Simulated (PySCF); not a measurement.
C3H8BCl2Ga (SMILES C=C(C)[BH-]1[Cl+][GaH2-][Cl+]1)

```csv
atom,x (Å),y (Å),z (Å)
C,-2.2915,-0.6142,0.3145
C,-1.0537,-0.2339,0.0173
C,-0.8180,0.7653,-1.0841
B,0.2119,-0.7997,0.7928
Cl,1.2500,0.6530,1.4769
Ga,2.6433,0.3770,-0.2834
Cl,1.4532,-1.5379,-0.4590
H,-3.1543,-0.2329,-0.2092
H,-2.4892,-1.3263,1.0969
H,-1.7540,1.0737,-1.5438
H,-0.3171,1.6561,-0.6910
H,-0.1776,0.3359,-1.8614
H,0.0282,-1.5776,1.6551
H,4.0966,0.0973,0.1863
H,2.3677,1.3720,-1.4412
```

Geometry: GFN2-xTB.

The calculation used B3LYP/def2-SVPD, SCF density, gas phase in PySCF 2.14.0.

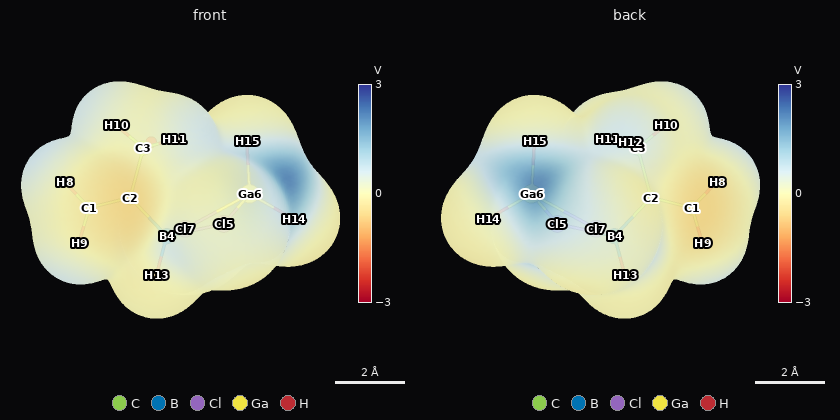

Figure 1. The molecular electrostatic potential painted on the density surface at 0.002 e/bohr³, seen from the front and from behind; red is negative and blue positive.

Where is the surface potential most negative and most positive?

Answer. The most negative region (about −0.6 V) lies over the π face of C1 and C2, the most positive (about +2.0 V) over Ga6.

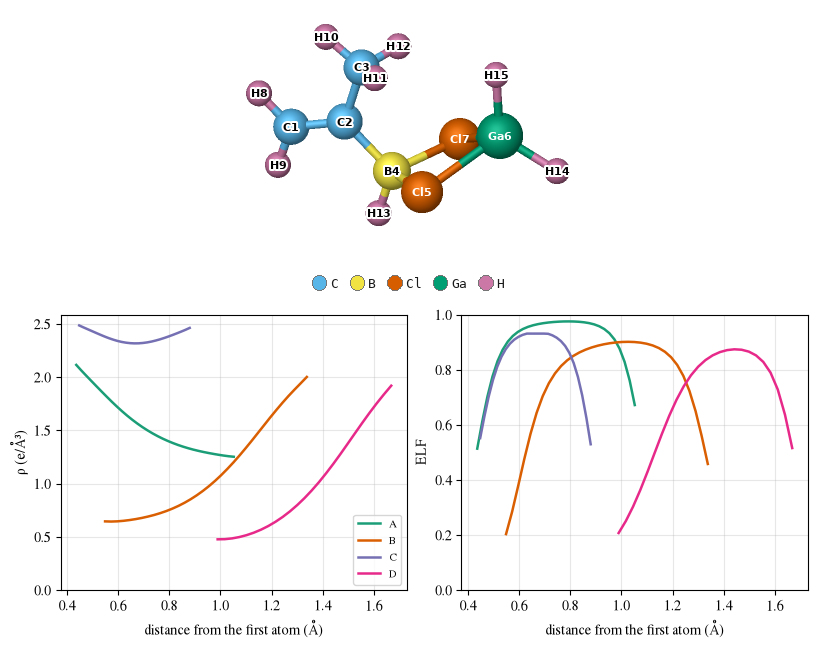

Figure 2. Electron density and electron localisation function along straight lines between neighbouring atoms. The curves leave out the atomic cores. The structure is drawn too.

Which curve belongs to which contact (B–Cl, C–B, C–C and Ga–Cl)? The first atom named is at distance zero.

Answer. Curve A: C–B (1.59 Å): ρ is about 1.4 e/Å³ halfway; the ELF peaks at about 1 between the atoms, as expected for localised, covalent bonding. Curve B: B–Cl (1.91 Å): the density is about 0.98 e/Å³ at the midpoint, with its minimum of 0.64 e/Å³ about 0.6 Å from B; the ELF peaks at about 0.90 between the atoms: a shared but strongly polarised pair. Curve C: C–C (1.33 Å): ρ at the midpoint is about 2.3 e/Å³; the ELF peaks at about 0.95 between the atoms (a short, multiple covalent bond). Curve D: Ga–Cl (2.26 Å): ρ at the midpoint is about 0.54 e/Å³; the ELF peaks at about 0.85 in the valence shell of Cl, 0.8 Å from its nucleus, and is about 0.50 at the midpoint.
